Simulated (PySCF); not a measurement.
System: C₄H₄O₂ (SMILES CC#CC(=O)O).

Input file:

```
{"job": {"kind": "sp", "xc": "PBE0", "basis": "ma-def2-TZVP", "d3": "d3bj", "grid": 2}, "charge": 0, "multiplicity": 1}
C     -2.171005    -0.117322     0.392072
C     -0.753769     0.017093     0.121071
C      0.432506     0.132168    -0.102649
C      1.836937     0.346047    -0.379244
O      2.326085     1.414130    -0.640401
O      2.542910    -0.788907    -0.309248
H     -2.397076    -1.086410     0.862183
H     -2.749861    -0.046556    -0.542033
H     -2.516656     0.684154     1.062999
H      3.460431    -0.546340    -0.510891
```

Run with:

```sh
OMP_NUM_THREADS=1 python redox_run.py task.json out
```

Geometry: PBE0-D3(BJ)/def2-SVP.

Computed with DFT single point, gas phase, functional PBE0 in PySCF.

Predict the electron density and electron localisation function between the atoms.

C–O (1.20 Å): ρ at the midpoint is about 3.4 e/Å³; the ELF peaks at about 0.85 between the atoms; a multiple bond.
C–C (1.21 Å): the density is about 2.7 e/Å³ at the midpoint; the ELF peaks at about 0.85 between the atoms (a multiple bond).
O–H (0.97 Å): ρ is about 3.8 e/Å³ halfway; the ELF climbs to about 1 towards the hydrogen, as it does in any bond to H: a covalent bond by its length.
C–O (1.34 Å): the density is about 2.5 e/Å³ at the midpoint; the ELF peaks at about 0.90 between the atoms (a shared but strongly polarised pair).

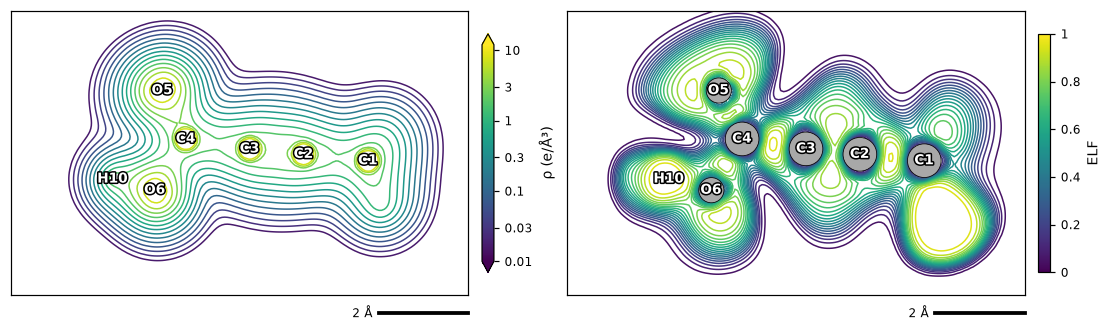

Computed electron density and electron localisation function on the plane of atoms C4, O6 and H10, in this order. Grey discs cover the atomic cores in the ELF map. 
